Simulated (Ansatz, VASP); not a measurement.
# Cross-check of TiSi between VASP and Ansatz, part 2 of 2

One calculation is typed for both programs; each brings its own data sets. How far apart do they land? The cell is generated by rule, not measured, and may not be a known phase. The cell is taken from a series of VASP runs on this material, whose earlier steps may have relaxed, scaled or displaced it; both programs get it as it stands. Valence electrons are named where the data sets of a main pair hold unlike numbers.

VASP 6.6.1 and Ansatz 0.2.0.

So far: The structure; VASP: band structure, PBEsol; Ansatz: band structure, PBEsol; Comparison.

**5. VASP: band structure, PBEsol, spin-orbit coupling**

Level of this step: PBEsol, spin-orbit coupling; plane waves and PAW (Ti_sv, Si); invented cell (VASP).

With cell and atoms fixed, the geometry can't cause a difference; cores, projectors, grids and the points listed under the comparison can.

The input, INCAR:

```
SYSTEM = TiSi
PREC = Accurate
ENCUT = 400
EDIFF = 1E-06
NELM = 100
ISMEAR = 0
SIGMA = 0.02
LREAL = .FALSE.
ALGO = Normal
GGA = PS
LNONCOLLINEAR = .TRUE.
MAGMOM = 0 0 0 0 0 0
NBANDS = 28
GGA_COMPAT = .FALSE.
LASPH = .TRUE.
LSORBIT = .TRUE.
LMAXMIX = 4
LORBIT = 11
LWAVE = .FALSE.
LCHARG = .FALSE.
KPAR = 4
ISIF = 2
```

The input, POSCAR:

```
TiSi
1.0
    0.0000000000      2.7050000000      2.7050000000
    2.7050000000      0.0000000000      2.7050000000
    2.7050000000      2.7050000000      0.0000000000
Ti Si
1 1
Direct
    0.0000000000      0.0000000000      0.0000000000
    0.5000000000      0.5000000000      0.5000000000
```

The input, KPOINTS:

```
Automatic mesh
0
Gamma
10 10 10
0 0 0
```

The input, KPOINTS_OPT:

```
Line mode
16
Line-mode
Reciprocal
  0.00000000   0.00000000   0.00000000 GAMMA
  0.50000000   0.00000000   0.50000000 X

  0.50000000   0.00000000   0.50000000 X
  0.50000000   0.25000000   0.75000000 W

  0.50000000   0.25000000   0.75000000 W
  0.37500000   0.37500000   0.75000000 K

  0.37500000   0.37500000   0.75000000 K
  0.00000000   0.00000000   0.00000000 GAMMA

  0.00000000   0.00000000   0.00000000 GAMMA
  0.50000000   0.50000000   0.50000000 L

  0.50000000   0.50000000   0.50000000 L
  0.62500000   0.25000000   0.62500000 U

  0.62500000   0.25000000   0.62500000 U
  0.50000000   0.25000000   0.75000000 W

  0.50000000   0.25000000   0.75000000 W
  0.50000000   0.50000000   0.50000000 L

  0.50000000   0.50000000   0.50000000 L
  0.37500000   0.37500000   0.75000000 K

  0.62500000   0.25000000   0.62500000 U
  0.50000000   0.00000000   0.50000000 X
```

Potentials, in the order of the species: Ti_sv and Si (PBE family, release 64).

The run is started by

```bash
$ mpirun -np 4 vasp_ncl
```

Numbers of over 12 decimals in the logs are rounded to 6 here.

What it wrote:

```text
[banner, memory and clock lines left out]
running    4 mpi-ranks, on    1 nodes
[...]
[... a notice as in an earlier step ...]

 LDA part: xc-table for (Slater+PW92), standard interpolation
 POSCAR, INCAR and KPOINTS ok, starting setup
[...]
entering main loop
       N       E                     dE             d eps       ncg     rms          rms(c)
DAV:   1     0.141257171854E+03    0.14126E+03   -0.63277E+03  2640   0.100E+03
DAV:   2    -0.327931722835E+01   -0.14454E+03   -0.13823E+03  2720   0.327E+02
DAV:   3    -0.166707595944E+02   -0.13391E+02   -0.13035E+02  4288   0.926E+01
DAV:   4    -0.176087882707E+02   -0.93803E+00   -0.92546E+00  3604   0.199E+01
[...]
DAV:  12    -0.145783191405E+02    0.58593E-05   -0.26674E-05  3080   0.577E-02    0.328E-02
DAV:  13    -0.145783176643E+02    0.14762E-05   -0.20254E-06  2836   0.133E-02    0.189E-02
DAV:  14    -0.145783176000E+02    0.64316E-07   -0.40767E-07  1560   0.721E-03
   1 F= -.14578318E+02 E0= -.14578258E+02  d E =-.118879E-03  mag=    -0.0000     0.0000     0.0000
 Start KPOINTS_OPT (optional k-point list driver)
k-point batch [1-47\160]
       N       E                     dE             ncg
DAV:   1    -0.381876801080E+04   -0.23822E+05     2632
DAV:   2    -0.105103421606E+05   -0.66916E+04     2760
DAV:   3    -0.111200039059E+05   -0.60966E+03     3852
DAV:   4    -0.111640610019E+05   -0.44057E+02     3548
DAV:   5    -0.111664637817E+05   -0.24028E+01     3420
DAV:   6    -0.111664817639E+05   -0.17982E-01     3212
DAV:   7    -0.111664822628E+05   -0.49897E-03     3524
DAV:   8    -0.111664822698E+05   -0.69896E-05     2896
DAV:   9    -0.111664822701E+05   -0.29514E-06     1896
[...]
k-point batch [142-160\160]
       N       E                     dE             ncg
DAV:   1     0.113940934972E+05   -0.11662E+05     1072
DAV:   2     0.870343168405E+04   -0.26907E+04     1124
DAV:   3     0.846715663406E+04   -0.23628E+03     1504
DAV:   4     0.845117183043E+04   -0.15985E+02     1492
DAV:   5     0.845030324588E+04   -0.86858E+00     1316
DAV:   6     0.845029804484E+04   -0.52010E-02     1268
DAV:   7     0.845029788326E+04   -0.16157E-03     1364
DAV:   8     0.845029788050E+04   -0.27595E-05     1120
DAV:   9     0.845029788038E+04   -0.12108E-06      748
```

Parts of OUTCAR (step 5):

```text
  Total       -4.3269329     -4.3269329     -4.3269329     -0.0000000     -0.0000000      0.0000000
  in kB     -175.1293501   -175.1293501   -175.1293501     -0.0000000     -0.0000000      0.0000000
  external PRESSURE =    -175.1293501 kB  Pullay stress =       0.0000000 kB

 POSITION                                       TOTAL-FORCE (eV/Angst)
 -----------------------------------------------------------------------------------
      0.00000      0.00000      0.00000         0.000000     -0.000000      0.000000
      2.70500      2.70500      2.70500        -0.000000      0.000000     -0.000000
 -----------------------------------------------------------------------------------
    total drift:                               -0.000000      0.000000      0.000000

  FREE ENERGIE OF THE ION-ELECTRON SYSTEM (eV)
  ---------------------------------------------------
  free  energy   TOTEN  =       -14.5783176000 eV

  energy  without entropy=      -14.5781987208  energy(sigma->0) =      -14.57825816

 magnetization (x)
# of ion       s       p       d       tot
------------------------------------------
    1        0.000  -0.000   0.000  -0.000
    2        0.000  -0.000   0.000  -0.000
--------------------------------------------------
tot          0.000  -0.000   0.000  -0.000

 magnetization (y)
# of ion       s       p       d       tot
------------------------------------------
    1       -0.000   0.000   0.000   0.000
    2        0.000   0.000   0.000   0.000
--------------------------------------------------
tot         -0.000   0.000   0.000   0.000

 magnetization (z)
# of ion       s       p       d       tot
------------------------------------------
    1        0.000  -0.000   0.000  -0.000
    2       -0.000   0.000   0.000   0.000
--------------------------------------------------
tot         -0.000  -0.000   0.000  -0.000

[... 1 part as in an earlier step ...]

[... 2 further parts left out ...]
[key lines of the parts left out:]
E-fermi :   6.3122
```

The run ends at a pressure of -17.51 GPa.

**6. Ansatz: band structure, PBEsol, spin-orbit coupling**

The same cell, functional, mesh and smearing now go to Ansatz, which takes its cutoff from its data sets.

The cell is taken from a series of VASP runs on this material, whose earlier steps may have relaxed, scaled or displaced it; both programs get it as it stands.

The input, input.yaml:

```yaml
crystal:
  lattice:
    - [0.0, 2.705, 2.705]
    - [2.705, 0.0, 2.705]
    - [2.705, 2.705, 0.0]
  atoms:
    - { symbol: Ti, position: [0.0, 0.0, 0.0] }
    - { symbol: Si, position: [0.5, 0.5, 0.5] }
hamiltonian:
  xc: pbesol
  pseudopotentials: { kind: paw_fr }
magnetization:
  noncollinear: true
  spin_orbit: true
kpoints:
  mp_grid: { grid: [10, 10, 10] }
  band_path:
    path:
      - [0.0, 0.0, 0.0]
      - [0.16667, 0.0, 0.16667]
      - [0.33333, 0.0, 0.33333]
      - [0.5, 0.0, 0.5]
      - [0.5, 0.08333, 0.58333]
      - [0.5, 0.18333, 0.68333]
      - [0.5, 0.25, 0.75]
      - [0.45, 0.3, 0.75]
      - [0.40833, 0.34167, 0.75]
      - [0.35, 0.35, 0.7]
      - [0.225, 0.225, 0.45]
      - [0.075, 0.075, 0.15]
      - [0.03333, 0.03333, 0.03333]
      - [0.23333, 0.23333, 0.23333]
      - [0.4, 0.4, 0.4]
      - [0.51667, 0.46667, 0.51667]
      - [0.55833, 0.38333, 0.55833]
      - [0.60833, 0.28333, 0.60833]
      - [0.60833, 0.25, 0.64167]
      - [0.55833, 0.25, 0.69167]
      - [0.51667, 0.25, 0.73333]
      - [0.5, 0.3, 0.7]
      - [0.5, 0.38333, 0.61667]
      - [0.5, 0.48333, 0.51667]
      - [0.475, 0.475, 0.55]
      - [0.425, 0.425, 0.65]
      - [0.38333, 0.38333, 0.73333]
      - [0.59167, 0.18333, 0.59167]
      - [0.55, 0.1, 0.55]
      - [0.5, 0.0, 0.5]
    npoints: 1
scf:
  occupations: { method: gaussian, width: 0.02 }
  n_extra_bands: 14
output:
  forces: true
  stress: true
  eigenvalues: true
```

The run is started by

```bash
$ ansatz run input.yaml --threads 2 --pin off --max-ram 4608MiB --backend cpu --events-out ev --progress --plain --runs-dir out
```

What it wrote:

```text
[...]
non-collinear run that drives no moment, with spin-orbit: no starting moment large enough to seed its density (crystal.atoms[].spin), no starting occupations that ask for one, no magnetisation constraint and no magnetic field, so the semilocal B_xc is pinned to zero
Crystal: 2 atoms, lattice volume = 39.585 Å³
[...]
k-point 0: bands = [... 12 lower, 8.7661, 8.7661, 8.7897, 8.7897, 9.0038, 9.0038, 9.0038, 9.0038, ... 10 higher]
  k-point 1: bands = [... 12 lower, 8.6316, 8.6316, 8.6534, 8.6534, 8.9248, 8.9248, 8.9386, 8.9386, ... 10 higher]
  k-point 2: bands = [... 12 lower, 8.1170, 8.1170, 8.1240, 8.1240, 9.1610, 9.1610, 9.1681, 9.1681, ... 10 higher]
  k-point 46: bands = [... 12 lower, 6.4391, 6.4391, 6.9896, 6.9896, 9.9806, 9.9806, 10.2529, 10.2529, ... 10 higher]
[key lines of the parts left out:]
SCF converged after 8 iterations
Magnetization: |M| = 0.0000 μB,  M = (+0.0000, +0.0000, +0.0000) μB
Free energy (F): -3095.945642 eV
Fermi energy:    8.695866 eV
P = ⅓ Tr σ = -17.3646 GPa (-173.646 kbar)
```

Elapsed: 8.7 s, on 2 threads of Arm Neoverse V2, shared host; peak memory 0.46 GiB; 17 s of CPU time.

**7. Side by side**

What differs besides the data sets and the points named for the pairs above, as far as they apply: spin-orbit coupling enters by fully relativistic files in Ansatz and inside the spheres in VASP. Total energies have different zeros and are not compared.

Both answers:

| quantity | Ansatz | VASP | difference |
| --- | --- | --- | --- |
| pressure (GPa) | -17.36 | -17.51 | +0.15 |

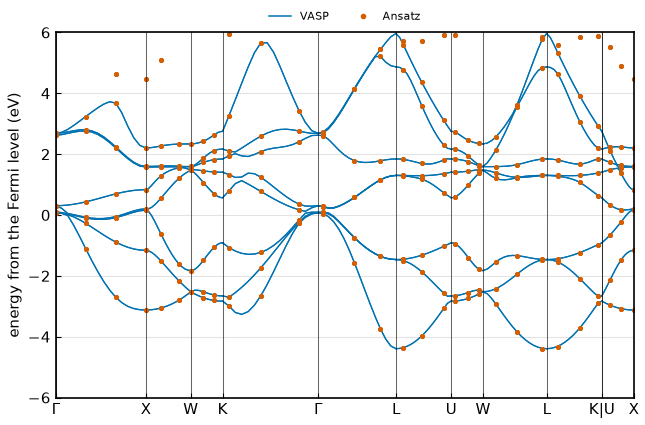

Bands from VASP (lines) and levels from Ansatz (dots). Dots without a line are higher empty bands that the VASP plot leaves out.

Levels from 3 eV below to 2 eV above the Fermi level differ by 3 meV r.m.s. and 9 meV at most; each VASP level is matched to the nearest of Ansatz, which flatters the figure a little.

**8. What came out**

```json
{
  "r.m.s. difference of levels near the Fermi level (band structure, PBEsol)": "3.1 meV",
  "r.m.s. difference of levels near the Fermi level (band structure, PBEsol, spin-orbit coupling)": "3.1 meV"
}
```

**Reading.** The r.m.s. difference of levels near the Fermi level is 3.1 meV (band structure, PBEsol), within the 80 meV picked in this series as the mark of a large difference. Such differences can come from data sets, numerical settings and the points named under the comparisons, not from the functional's error against experiment.

[Lines on the potential files, build, host, timing and source positions are cut from VASP's logs without a mark.]

[Logs are printed without paths, hosts, clocks, repeated set-up lines and the standing remarks that a program may print on its own settings, such as how far it seeks lower states.]

[Hosts, paths, dates, database ids (printed as entryN), source tags and the programs' standing remarks are cut or masked in the printed files.]
